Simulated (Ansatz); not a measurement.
**Run report: SiH$_{2}$O$_{2}$F$_{2}$, geometry relaxation**

SiH$_{2}$O$_{2}$F$_{2}$, computed with RKS PBE0-D4/def2-SVP (Ansatz 0.2.0).

The input holds or restrains some coordinates. Forces given for the steps count only the free coordinates. Figures and captions count atoms from 1; the log counts them from 0 in places.

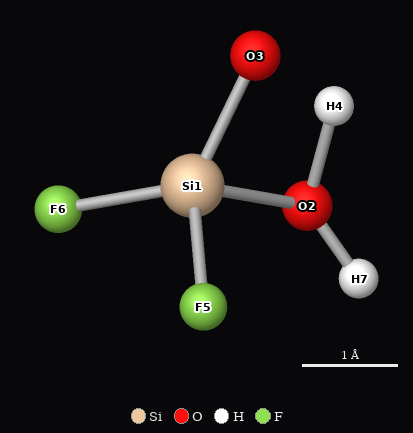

Fig. 1: The structure as given in the input (ball-and-stick view, seen at a tilt; atoms are numbered from 1 in the order of the input). Bond lengths as drawn: F–Si 1.58 to 1.59 Å, H–O 0.96 to 1.21 Å and O–Si 1.55 to 1.76 Å.

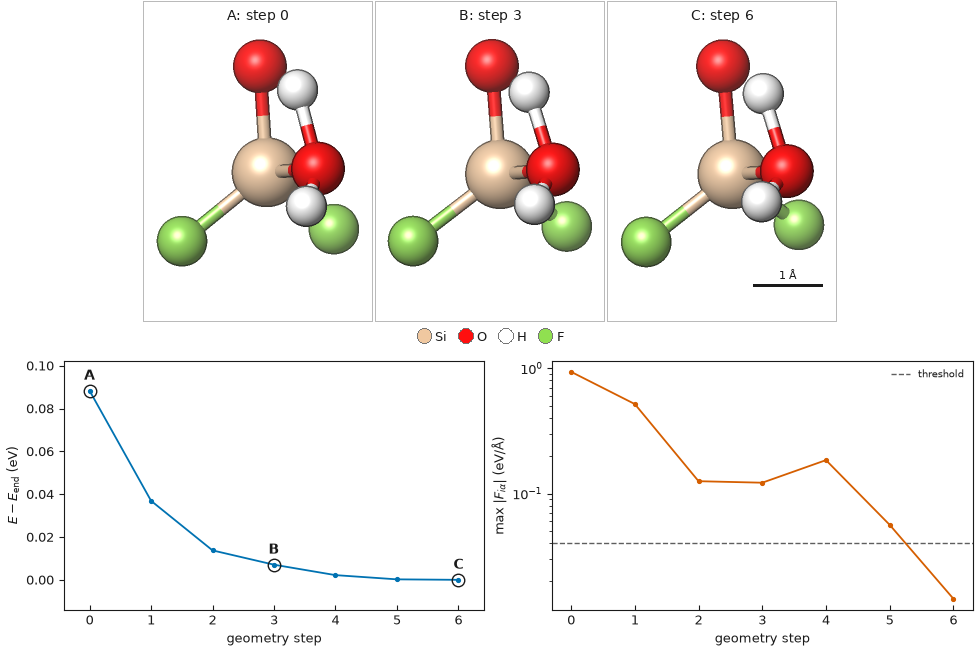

Fig. 2: Frames of the restrained relaxation (ball-and-stick view, seen at an oblique angle) above the curves, on which the letters mark them (the first geometry is step 0 here and step 1 in the log).

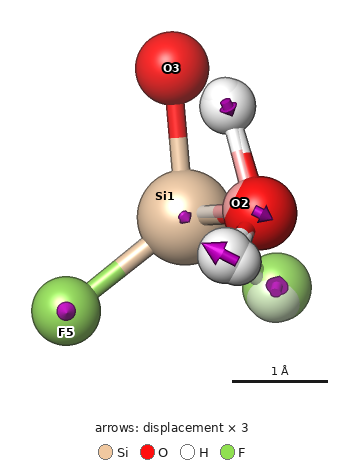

Fig. 3: Start (faint) and end (solid) with the displacements as pink arrows, magnified 3 times (ball-and-stick view, seen at an oblique angle). The two geometries are laid on each other by the best rigid fit. The energy falls by 0.088 eV in 6 geometry steps. The largest force component goes from 0.94 to 0.014 eV/Å. H7 moves most after the best rigid fit: 0.14 Å. By element the largest moves are H 0.14 Å, F 0.10 Å, O 0.08 Å, Si 0.04 Å. Among the contacts that change: Si1–O3 1.545 → 1.575 Å, Si1–F6 1.583 → 1.596 Å, Si1–F5 1.590 → 1.602 Å, O2–H7 0.961 → 0.967 Å. Among the angles that change: H4–O2–H7 131.1° → 120.1°, Si1–O2–H7 129.5° → 122.4°, F5–Si1–F6 101.0° → 104.7°. (Atoms are counted from 1 in the order of the input.)

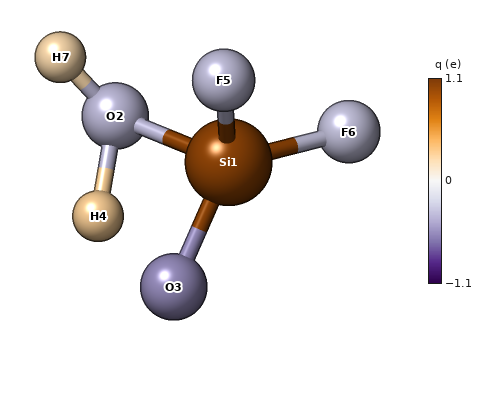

Fig. 4: Mulliken charges, as the colour of each atom (ball-and-stick view, seen at a tilt; atoms are numbered from 1 in the order of the input). By element: Si +1.02, O −0.54 to −0.36, H +0.23 to +0.30 and F −0.33 to −0.32 e.

The input and output of the run follow.

Input:
```yaml
crystal:
  periodic: [false, false, false]
  atoms:
    - {symbol: Si, position_ang: [-0.493000, 0.049000, 0.482900]}
    - {symbol: O, position_ang: [0.914500, -0.185600, -0.555300]}
    - {symbol: O, position_ang: [-1.261000, -0.845300, -0.516300]}
    - {symbol: H, position_ang: [0.012300, -0.753800, -1.121600]}
    - {symbol: F, position_ang: [-0.680600, 1.620800, 0.632700]}
    - {symbol: F, position_ang: [-0.047300, -0.342400, 1.950400]}
    - {symbol: H, position_ang: [1.555100, 0.457300, -0.872700]}
basis:
  gaussian: {orbitals: def2-SVP}
hamiltonian: {xc: pbe0, dispersion: d4}
relax: {f_tol: 0.04, max_steps: 150, escape_saddle: false, constraints: [{distance: [1, 3]}, {distance: [0, 1]}, {distance: [2, 3]}]}
```

Command:
```bash
ansatz run in.yaml --threads 4 --pin off --events-out ev --progress --plain --max-ram 9574MiB
```

Output:
```
Functional definition: PBE0
  name "PBE0"
  cite "Adamo & Barone, J. Chem. Phys. 110, 6158 (1999) doi:10.1063/1.478522"
  cite "Perdew, Burke & Ernzerhof, Phys. Rev. Lett. 77, 3865 (1996) doi:10.1103/PhysRevLett.77.3865"
  parent pbe
  parameter a = 0.25
  parameter kappa = 0.804
  parameter beta = 0.06672455060314922
  exchange = (1 - a)*pbe_x(kappa = kappa, mu = beta*pi^2/3) + a*exact_x
  correlation = pbe_c(beta = beta)
833 factors; integrals over basis functions are off by at most 4.2e-4 eV
mean field evaluation 1: about -17410.8098 eV, gradient 6.9e1 eV
mean field evaluation 2: about -17398.8373 eV, gradient 1.0e2 eV
mean field evaluation 4: about -17418.7978 eV, gradient 3.3e0 eV
mean field evaluation 8: about -17418.8275 eV, gradient 6.8e-2 eV
mean field -17418.82746798 eV, -640.1301025429 hartree, gradient 2.6e-5 eV, S^2 0.000000; 0 other end points of the search recorded, 0 dependent functions left out
the calculation of the forces begins
reference -17418.82748751 eV, -640.1301032606 hartree; 25, 25 occupied and 59, 59 virtual orbitals, 833 factors
relax step   1: F+E_penalty+E_count = -17418.92957997 eV  Δ(F+E_penalty+E_count) = +0.000e0 eV  max|allowed force component| = 9.377e-1 eV/Å  Δτ_max = 0.0000 Å  (24 SCF iters, accepted)
  distance O 1 - H 3 held at 1.207275 Å   reaction = +1.8732e-3 eV/Å
  distance Si 0 - O 1 held at 1.764640 Å   reaction = +1.4016e-1 eV/Å
  distance O 2 - H 3 held at 1.412817 Å   reaction = +7.5357e-1 eV/Å
these checks for a lower state are left out or cut short: starts, cluster_reference, orbital_swaps, neighbouring_geometries, increment
833 factors; integrals over basis functions are off by at most 4.2e-4 eV
mean field evaluation 16: about -17418.8541 eV, gradient 2.6e0 eV
mean field -17418.88030582 eV, -640.1320442977 hartree, gradient 8.6e-5 eV, S^2 0.000000; 0 other end points of the search recorded, 0 dependent functions left out
the calculation of the forces begins
reference -17418.88032534 eV, -640.1320450152 hartree; 25, 25 occupied and 59, 59 virtual orbitals, 833 factors
relax step   2: F+E_penalty+E_count = -17418.98097658 eV  Δ(F+E_penalty+E_count) = -5.140e-2 eV  max|allowed force component| = 5.185e-1 eV/Å  Δτ_max = 0.0279 Å  (26 SCF iters, accepted)
  distance O 1 - H 3 held at 1.207275 Å   reaction = -1.1651e-1 eV/Å
  distance Si 0 - O 1 held at 1.764640 Å   reaction = +1.5217e-3 eV/Å
  distance O 2 - H 3 held at 1.412817 Å   reaction = +9.7476e-1 eV/Å
these checks for a lower state are left out or cut short: starts, cluster_reference, orbital_swaps, neighbouring_geometries, increment
833 factors; integrals over basis functions are off by at most 4.2e-4 eV
mean field -17418.90396305 eV, -640.1329136850 hartree, gradient 8.7e-5 eV, S^2 0.000000; 0 other end points of the search recorded, 0 dependent functions left out
the calculation of the forces begins
reference -17418.90398256 eV, -640.1329144020 hartree; 25, 25 occupied and 59, 59 virtual orbitals, 833 factors
relax step   3: F+E_penalty+E_count = -17419.00412704 eV  Δ(F+E_penalty+E_count) = -2.315e-2 eV  max|allowed force component| = 1.257e-1 eV/Å  Δτ_max = 0.0363 Å  (26 SCF iters, accepted)
  distance O 1 - H 3 held at 1.207275 Å   reaction = -2.0606e-1 eV/Å
  distance Si 0 - O 1 held at 1.764640 Å   reaction = -1.5910e-1 eV/Å
  distance O 2 - H 3 held at 1.412817 Å   reaction = +1.1871e0 eV/Å
these checks for a lower state are left out or cut short: starts, cluster_reference, orbital_swaps, neighbouring_geometries, increment
833 factors; integrals over basis functions are off by at most 4.3e-4 eV
mean field -17418.91059363 eV, -640.1331573544 hartree, gradient 8.7e-5 eV, S^2 0.000000; 0 other end points of the search recorded, 0 dependent functions left out
the calculation of the forces begins
reference -17418.91061310 eV, -640.1331580697 hartree; 25, 25 occupied and 59, 59 virtual orbitals, 833 factors
relax step   4: F+E_penalty+E_count = -17419.01080998 eV  Δ(F+E_penalty+E_count) = -6.683e-3 eV  max|allowed force component| = 1.222e-1 eV/Å  Δτ_max = 0.0454 Å  (26 SCF iters, accepted)
  distance O 1 - H 3 held at 1.207275 Å   reaction = -2.3369e-1 eV/Å
  distance Si 0 - O 1 held at 1.764640 Å   reaction = -1.6935e-1 eV/Å
  distance O 2 - H 3 held at 1.412817 Å   reaction = +1.1994e0 eV/Å
these checks for a lower state are left out or cut short: starts, cluster_reference, orbital_swaps, neighbouring_geometries, increment
833 factors; integrals over basis functions are off by at most 4.4e-4 eV
mean field evaluation 32: about -17418.9061 eV, gradient 3.9e-2 eV
mean field -17418.91559202 eV, -640.1333410418 hartree, gradient 8.3e-5 eV, S^2 0.000000; 0 other end points of the search recorded, 0 dependent functions left out
the calculation of the forces begins
reference -17418.91561143 eV, -640.1333417551 hartree; 25, 25 occupied and 59, 59 virtual orbitals, 833 factors
relax step   5: F+E_penalty+E_count = -17419.01567672 eV  Δ(F+E_penalty+E_count) = -4.867e-3 eV  max|allowed force component| = 1.851e-1 eV/Å  Δτ_max = 0.0640 Å  (26 SCF iters, accepted)
  distance O 1 - H 3 held at 1.207275 Å   reaction = -2.8368e-1 eV/Å
  distance Si 0 - O 1 held at 1.764640 Å   reaction = -2.9403e-1 eV/Å
  distance O 2 - H 3 held at 1.412817 Å   reaction = +1.1271e0 eV/Å
these checks for a lower state are left out or cut short: starts, cluster_reference, orbital_swaps, neighbouring_geometries, increment
833 factors; integrals over basis functions are off by at most 4.4e-4 eV
mean field -17418.91759120 eV, -640.1334145103 hartree, gradient 7.8e-6 eV, S^2 0.000000; 0 other end points of the search recorded, 0 dependent functions left out
the calculation of the forces begins
reference -17418.91761062 eV, -640.1334152239 hartree; 25, 25 occupied and 59, 59 virtual orbitals, 833 factors
relax step   6: F+E_penalty+E_count = -17419.01764864 eV  Δ(F+E_penalty+E_count) = -1.972e-3 eV  max|allowed force component| = 5.635e-2 eV/Å  Δτ_max = 0.0254 Å  (28 SCF iters, accepted)
  distance O 1 - H 3 held at 1.207275 Å   reaction = -1.4273e-1 eV/Å
  distance Si 0 - O 1 held at 1.764640 Å   reaction = -2.9717e-1 eV/Å
  distance O 2 - H 3 held at 1.412817 Å   reaction = +1.1135e0 eV/Å
these checks for a lower state are left out or cut short: starts, cluster_reference, orbital_swaps, neighbouring_geometries, increment
833 factors; integrals over basis functions are off by at most 4.4e-4 eV
mean field -17418.91781191 eV, -640.1334226210 hartree, gradient 1.8e-5 eV, S^2 0.000000; 0 other end points of the search recorded, 0 dependent functions left out
the calculation of the forces begins
reference -17418.91783131 eV, -640.1334233342 hartree; 25, 25 occupied and 59, 59 virtual orbitals, 833 factors
relax step   7: F+E_penalty+E_count = -17419.01787275 eV  Δ(F+E_penalty+E_count) = -2.241e-4 eV  max|allowed force component| = 1.449e-2 eV/Å  Δτ_max = 0.0045 Å  (22 SCF iters, accepted)
  distance O 1 - H 3 held at 1.207275 Å   reaction = -1.6145e-1 eV/Å
  distance Si 0 - O 1 held at 1.764640 Å   reaction = -3.0633e-1 eV/Å
  distance O 2 - H 3 held at 1.412817 Å   reaction = +1.1038e0 eV/Å
833 factors; integrals over basis functions are off by at most 4.4e-4 eV
mean field evaluation 64: about -17418.9178 eV, gradient 2.3e-5 eV
mean field -17418.91781191 eV, -640.1334226210 hartree, gradient 1.8e-5 eV, S^2 0.000000; 1 other end points of the search recorded, 0 dependent functions left out
the calculation of the forces begins
reference -17418.91783131 eV, -640.1334233342 hartree; 25, 25 occupied and 59, 59 virtual orbitals, 833 factors
Total energy: -17419.01789216 eV, -640.1371005024 hartree
Atom 0 at    -0.450103     0.052453     0.488190 Å, force    -0.237387     0.042918     0.187651 eV/Å
Atom 1 at     0.976680    -0.214118    -0.515395 Å, force     0.374961     0.012212    -0.097564 eV/Å
Atom 2 at    -1.265769    -0.835255    -0.525046 Å, force     1.016535     0.071441    -0.420282 eV/Å
Atom 3 at     0.038596    -0.743964    -1.060164 Å, force    -1.146489    -0.143152     0.344438 eV/Å
Atom 4 at    -0.629796     1.641093     0.586403 Å, force    -0.005572     0.004202     0.002701 eV/Å
Atom 5 at    -0.115812    -0.410344     1.978504 Å, force    -0.003184     0.005139    -0.014487 eV/Å
Atom 6 at     1.446203     0.510134    -0.952392 Å, force     0.001137     0.007240    -0.002457 eV/Å
Dipole moment:     0.632648     0.312915    -0.310864 e Å
```

Trajectory as extended XYZ (Å, eV, eV/Å), 7 frames, from step=1 to step=7:
```
7
Properties=species:S:1:pos:R:3:forces:R:3 step=1 energy=-17418.92958
Si   -0.4930    0.0490    0.4829    1.0431   0.6941   0.3148
O     0.9145   -0.1856   -0.5553    0.2832  -0.2385  -0.0275
O    -1.2610   -0.8453   -0.5163   -0.1699  -0.8889  -1.2604
H     0.0123   -0.7538   -1.1216   -0.9613   0.2319   0.7599
F    -0.6806    1.6208    0.6327   -0.2898   0.5336  -0.1747
F    -0.0473   -0.3424    1.9504   -0.0138  -0.4791   0.5824
H     1.5551    0.4573   -0.8727    0.1085   0.1469  -0.1945
7
Properties=species:S:1:pos:R:3:forces:R:3 step=2 energy=-17418.98098
Si   -0.4781    0.0483    0.4798    0.5197   0.4831   0.3830
O     0.9310   -0.1885   -0.5556    0.2120  -0.0890   0.0435
O    -1.2730   -0.8540   -0.5133    0.5554  -0.3317  -0.8882
H     0.0041   -0.7328   -1.1052   -1.0616  -0.0524   0.4840
F    -0.6900    1.6236    0.6249   -0.1580   0.2747  -0.1787
F    -0.0596   -0.3540    1.9601   -0.0184  -0.3344   0.2643
H     1.5655    0.4573   -0.8906   -0.0491   0.0497  -0.1078
7
Properties=species:S:1:pos:R:3:forces:R:3 step=3 energy=-17419.00413
Si   -0.4612    0.0531    0.4860   -0.0739   0.1477   0.2171
O     0.9444   -0.1910   -0.5527    0.2901   0.0271   0.0946
O    -1.2757   -0.8538   -0.5137    1.1343   0.1392  -0.4504
H     0.0072   -0.7280   -1.0919   -1.2055  -0.1740   0.3739
F    -0.6917    1.6348    0.6123    0.0019  -0.0463  -0.0944
F    -0.0797   -0.3786    1.9777   -0.0256  -0.0865  -0.1142
H     1.5567    0.4636   -0.9176   -0.1213  -0.0072  -0.0266
7
Properties=species:S:1:pos:R:3:forces:R:3 step=4 energy=-17419.01081
Si   -0.4522    0.0554    0.4868   -0.2310  -0.0957   0.1190
O     0.9551   -0.2052   -0.5455    0.3149   0.0558   0.1281
O    -1.2707   -0.8521   -0.5117    1.1314   0.1956  -0.4436
H     0.0137   -0.7318   -1.0878   -1.2370  -0.1856   0.4019
F    -0.6677    1.6379    0.5997    0.0217   0.0254  -0.0580
F    -0.0954   -0.3898    1.9787    0.0161  -0.0309  -0.0554
H     1.5172    0.4857   -0.9201   -0.0161   0.0355  -0.0920
7
Properties=species:S:1:pos:R:3:forces:R:3 step=5 energy=-17419.01568
Si   -0.4482    0.0524    0.4894   -0.2783  -0.0955   0.0926
O     0.9694   -0.2137   -0.5272    0.4986   0.2267  -0.0784
O    -1.2684   -0.8455   -0.5152    1.0898   0.1661  -0.4130
H     0.0274   -0.7401   -1.0684   -1.1938  -0.1670   0.3465
F    -0.6285    1.6412    0.5777   -0.0016   0.0089   0.0303
F    -0.1153   -0.4109    1.9802    0.0145   0.0458  -0.0220
H     1.4635    0.5166   -0.9364   -0.1292  -0.1851   0.0440
7
Properties=species:S:1:pos:R:3:forces:R:3 step=6 energy=-17419.01765
Si   -0.4496    0.0518    0.4897   -0.2479   0.0447   0.1602
O     0.9762   -0.2114   -0.5162    0.3524  -0.0381  -0.0864
O    -1.2647   -0.8379   -0.5226    1.0203   0.0897  -0.4250
H     0.0378   -0.7406   -1.0612   -1.1430  -0.1596   0.3554
F    -0.6282    1.6407    0.5851   -0.0108   0.0039   0.0125
F    -0.1197   -0.4115    1.9804    0.0108   0.0098  -0.0074
H     1.4482    0.5089   -0.9550    0.0182   0.0496  -0.0092
7
Properties=species:S:1:pos:R:3:forces:R:3 step=7 energy=-17419.01787
Si   -0.4501    0.0525    0.4882   -0.2374   0.0429   0.1877
O     0.9767   -0.2141   -0.5154    0.3750   0.0122  -0.0976
O    -1.2658   -0.8353   -0.5250    1.0165   0.0714  -0.4203
H     0.0386   -0.7440   -1.0602   -1.1465  -0.1432   0.3444
F    -0.6298    1.6411    0.5864   -0.0056   0.0042   0.0027
F    -0.1158   -0.4103    1.9785   -0.0032   0.0051  -0.0145
H     1.4462    0.5101   -0.9524    0.0011   0.0072  -0.0025
```

Key numbers:

- outcome: converged under the restraints of the input
- total energy: −17419.0179 eV
- mean-field energy: −17418.9178 eV
- dispersion energy: −0.1001 eV
- SCF solution under orbital rotations: stable
- largest force (length of the vector) at the end, held atoms and coordinates included: 1.206 eV/Å
- dipole moment: 3.70 D
- hardware: 4 threads of Arm Neoverse V2, 23 GiB of memory available, shared host
- wall time: 6 s (CPU time 20 s)
- peak memory: 0.15 GiB
